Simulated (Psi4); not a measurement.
# C6H5 (SMILES [c]1ccccc1) at U-revPBE/def2-SVP

What is the energy change on altering one bond length of C6H5 at U-revPBE/def2-SVP? 

The calculation is run with Psi4 1.11.

## (1) The molecule

The species is C6H5 (11 atoms), meant as a doublet with charge 0. As SMILES, `[c]1ccccc1`. The coordinates come from a PBE0-D4/def2-TZVP relaxation.

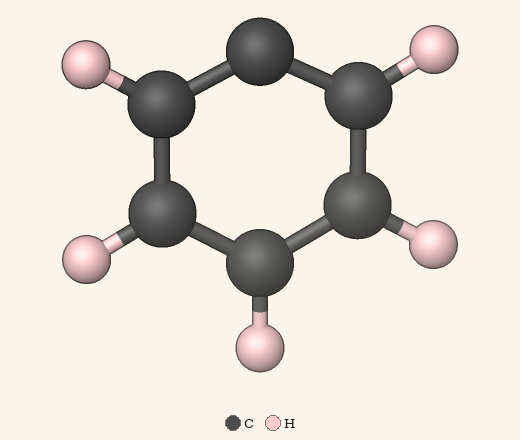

The structure, seen from a chosen angle (carbon dark grey, hydrogen pink).

## (2) Energy and forces at U-revPBE/def2-SVP

File c6h5.inp:

```
memory 1.6 GB

molecule geom {
  0 2
  C     -0.49493817    -1.52890182    -2.44334029
  C      0.45470590    -2.82733264    -0.41906567
  C      0.89297118    -1.42916207     1.77222295
  C      0.36927138     1.14109222     1.82366130
  C     -0.59344959     2.35414522    -0.29406028
  C     -1.04736181     0.99620692    -2.50734531
  H      0.85307906    -4.83546900    -0.49089416
  H      1.64511998    -2.36002227     3.43669372
  H      0.71560149     2.21175435     3.53488389
  H     -0.99643369     4.36333983    -0.23532759
  H     -1.79856574     1.91436815    -4.17742857
  units bohr
  symmetry c1
  no_reorient
  no_com
}

set {
  basis                def2-SVP
  reference            uks
  puream               true
  e_convergence        1e-09
  d_convergence        1e-08
  scf_type             pk
  dft_radial_points    99
  dft_spherical_points 590
  maxiter              100
}

energy_value, wavefunction = gradient('revpbe', return_wfn=True)
oeprop(wavefunction, 'QUADRUPOLE', 'MAYER_INDICES', 'MULLIKEN_CHARGES')
```

Run with:

```console
$ psi4 c6h5.inp c6h5.out -n 1
```

c6h5.out:

```text
[...]
  Running in c1 symmetry.
[...]
  Nuclear repulsion =  195.421394547157263
[...]
  Multiplicity = 2
[...]
  Nalpha       = 21
  Nbeta        = 20
[...]
    Number of basis functions: 109
[...]
   @UKS iter   1:  -230.88118249264161    1.51398e-01   7.78771e-03 DIIS/ADIIS
[...]
   @UKS iter  15:  -231.33470442139486   -6.39488e-12   9.44126e-09 DIIS
[...]
   @S^2 Observed:                7.565617158E-01
[...]
    Orbital Energies [Eh]
    ---------------------
    Alpha Occupied:
       1A     -9.926971     2A     -9.917653     3A     -9.917642
       4A     -9.916520     5A     -9.916503     6A     -9.910869
       7A     -0.785551     8A     -0.680486     9A     -0.670642
      10A     -0.547341    11A     -0.533326    12A     -0.467729
      13A     -0.408436    14A     -0.402306    15A     -0.384907
      16A     -0.344808    17A     -0.338609    18A     -0.313272
      19A     -0.235198    20A     -0.235158    21A     -0.198986
    Alpha Virtual:
      22A     -0.041602    23A     -0.034831    24A      0.045029
      25A      0.077150    26A      0.093142    27A      0.110294
[...]
  @UKS Final Energy:  -231.33470442139486
   => Energetics <=
    Nuclear Repulsion Energy =            195.4213945471572629
    One-Electron Energy =                -696.9148329851436756
    Two-Electron Energy =                 304.4568354320588242
    DFT Exchange-Correlation Energy =     -34.2981014154672579
    Empirical Dispersion Energy =           0.0000000000000000
    VV10 Nonlocal Energy =                  0.0000000000000000
    Total Energy =                       -231.3347044213948607
[...]
  -Total Gradient:
     Atom            X                  Y                   Z
    ------   -----------------  -----------------  -----------------
       1        0.003175122956     0.009813304637     0.015684667638
       2       -0.001496899549     0.009337136737     0.001409617423
       3       -0.003297264412     0.003874196184    -0.007456916307
       4       -0.001499549910    -0.004611667763    -0.007372573358
       5        0.001698204352    -0.008857509447    -0.000504873338
       6        0.003461799579    -0.003265003711     0.008297553530
       7       -0.002635282179     0.012551354078     0.000018996812
       8       -0.004504123362     0.005641905111    -0.009932630220
       9       -0.002046691391    -0.006311787719    -0.010083896278
      10        0.002438635370    -0.012029745974    -0.000280826810
      11        0.004706915836    -0.006139501877     0.010225164960
[...]
 Multipole Moments:
 ------------------------------------------------------------------------------------
     Multipole            Electronic (a.u.)      Nuclear  (a.u.)        Total (a.u.)
 ------------------------------------------------------------------------------------
 L = 1.  Multiply by 2.5417464519 to convert [e a0] to [Debye]
 Dipole X            :          2.1499955           -2.0940056            0.0559900
 Dipole Y            :          6.6427411           -6.4697420            0.1729992
 Dipole Z            :         10.6161189          -10.3396365            0.2764824
 Magnitude           :                                                    0.3309171
 L = 2.  Multiply by 1.3450342976 to convert [e a0^2] to [Debye ang]
 Quadrupole XX       :        -52.7422898           25.1817438          -27.5605460
 Quadrupole XY       :         35.8599352          -37.1607766           -1.3008415
[...]
  Mulliken Charges: (a.u.)
   Center  Symbol    Alpha    Beta     Spin     Total
       1     C     3.47936  2.49456  0.98480  0.02607
       2     C     2.97493  3.04211 -0.06719 -0.01704
       3     C     3.02338  2.96686  0.05653  0.00976
       4     C     2.96748  3.00536 -0.03789  0.02716
       5     C     3.02338  2.96686  0.05653  0.00976
       6     C     2.97493  3.04211 -0.06719 -0.01704
       7     H     0.51256  0.48742  0.02514  0.00002
       8     H     0.51117  0.50038  0.01079 -0.01154
       9     H     0.50909  0.50654  0.00255 -0.01563
      10     H     0.51117  0.50038  0.01079 -0.01154
      11     H     0.51256  0.48742  0.02514  0.00003
[...]
```

It took 72 s on 1 thread of AMD EPYC 7R32 (Zen 2), shared host; peak memory 0.59 GiB.

## (3) The distorted shape: the energy at U-revPBE/def2-SVP

File c6h5.json:

```json
{
  "schema_name": "qcschema_input",
  "schema_version": 1,
  "molecule": {
    "schema_name": "qcschema_molecule",
    "schema_version": 2,
    "symbols": ["C", "C", "C", "C", "C", "C", "H", "H", "H", "H", "H"],
    "geometry": [-0.97299353, 0.88090528, -2.35714421, -0.02334946, -0.41752554, -0.33286959, 0.41491583, 0.98064503, 1.85841903, -0.10878397, 3.55089932, 1.90985738, -1.07150495, 4.76395232, -0.2078642, -1.52541716, 3.40601402, -2.42114924, 0.85307906, -4.835469, -0.49089416, 1.16706462, 0.04978483, 3.5228898, 0.23754613, 4.62156145, 3.62107997, -1.47448904, 6.77314693, -0.14913152, -2.27662109, 4.32417525, -4.09123249],
    "molecular_charge": 0,
    "molecular_multiplicity": 2,
    "fix_symmetry": "c1"
  },
  "driver": "energy",
  "model": {
    "method": "revpbe",
    "basis": "def2-SVP"
  },
  "keywords": {
    "reference": "uks",
    "puream": true,
    "e_convergence": 1e-09,
    "d_convergence": 1e-08,
    "scf_type": "pk",
    "dft_radial_points": 99,
    "dft_spherical_points": 590,
    "maxiter": 100
  }
}
```

Run with:

```console
$ psi4 --qcschema c6h5.json -n 1 --memory 1600MB
```

stdout:

```text
[...]
  Running in c1 symmetry.
[...]
  Nuclear repulsion =  191.960396485091195
[...]
  Multiplicity = 2
[...]
  Nalpha       = 21
  Nbeta        = 20
[...]
    Number of basis functions: 109
[...]
   @UKS iter   1:  -230.38871994099458    4.38220e-01   8.76167e-03 ADIIS/DIIS
[...]
   @UKS iter  21:  -231.18922783901488   -3.43903e-12   9.12446e-09 DIIS
[...]
   @S^2 Observed:                1.006830956E+00
[...]
    Orbital Energies [Eh]
    ---------------------
    Alpha Occupied:
       1A     -9.944911     2A     -9.943195     3A     -9.934800
       4A     -9.934585     5A     -9.926346     6A     -9.921844
       7A     -0.791380     8A     -0.684944     9A     -0.672885
      10A     -0.547971    11A     -0.533881    12A     -0.460907
      13A     -0.415971    14A     -0.401273    15A     -0.361153
      16A     -0.345445    17A     -0.340408    18A     -0.271947
      19A     -0.244559    20A     -0.238614    21A     -0.220961
    Alpha Virtual:
      22A     -0.124460    23A     -0.046815    24A     -0.039165
      25A      0.046218    26A      0.079863    27A      0.105223
[...]
  @UKS Final Energy:  -231.18922783901488
   => Energetics <=
    Nuclear Repulsion Energy =            191.9603964850911950
    One-Electron Energy =                -689.6316190874147196
    Two-Electron Energy =                 300.6098706888583365
    DFT Exchange-Correlation Energy =     -34.1278759255497093
    Empirical Dispersion Energy =           0.0000000000000000
    VV10 Nonlocal Energy =                  0.0000000000000000
    Total Energy =                       -231.1892278390148761
[...]
 Multipole Moments:
 ------------------------------------------------------------------------------------
     Multipole            Electronic (a.u.)      Nuclear  (a.u.)        Total (a.u.)
 ------------------------------------------------------------------------------------
 L = 1.  Multiply by 2.5417464519 to convert [e a0] to [Debye]
 Dipole X            :         -0.6321531            0.5776274           -0.0545257
 Dipole Y            :          0.6343572           -0.0174062            0.6169511
 Dipole Z            :         -1.4925304            1.7177822            0.2252518
 Magnitude           :                                                    0.6590448
[...]
```

The result, in JSON:

```text
{
 "driver": "energy",
 "model": {
  "method": "revpbe",
  "basis": "def2-SVP"
 },
 "success": true,
 "return_result": -231.18922783901488,
 "properties": {
  "calcinfo_nbasis": 109,
  "calcinfo_nmo": 109,
  "calcinfo_nalpha": 21,
  "calcinfo_nbeta": 20,
  "calcinfo_natom": 11,
  "nuclear_repulsion_energy": 191.9603964850912,
  "return_energy": -231.18922783901488,
  "scf_one_electron_energy": -689.6316190874147,
  "scf_two_electron_energy": 300.60987068885834,
  "scf_xc_energy": -34.12787592554971,
  "scf_dipole_moment": [-0.05452571280274121, 0.6169510741537381, 0.2252518308124809],
  "scf_total_energy": -231.18922783901488,
  "scf_iterations": 21
 }
}
```

It took 80 s on 1 thread of AMD EPYC 7R32 (Zen 2), shared host; peak memory 0.59 GiB.

## (4) What came out

Level: U-revPBE/def2-SVP.

```
                                                         quantity          value
                                        first shape: total energy  -231.33470 Eh
                                       first shape: dipole moment         0.84 D
                  first shape: HOMO energy (highest over α and β)       -5.41 eV
                   first shape: LUMO energy (lowest over α and β)       -2.88 eV
                                                first shape: ⟨S²⟩          0.757
                            first shape: largest force on an atom     0.965 eV/Å
                                    distorted shape: total energy  -231.18923 Eh
                                   distorted shape: dipole moment         1.68 D
              distorted shape: HOMO energy (highest over α and β)       -6.01 eV
               distorted shape: LUMO energy (lowest over α and β)       -3.59 eV
                                            distorted shape: ⟨S²⟩          1.007
energy change with the C2–H7 bond stretched from 1.084 to 2.385 Å       3.959 eV
```

In words: With the C2–H7 bond stretched from 1.084 to 2.385 Å the energy rises by 3.96 eV (91 kcal/mol). The first shape isn't relaxed at this level, so the change isn't measured from a minimum. The largest force (first shape) is 0.97 eV/Å: the shape isn't a stationary point for this species at this level. ⟨S²⟩ (distorted shape) is 1.01 where a pure doublet has 0.75: the reference is spin-contaminated.
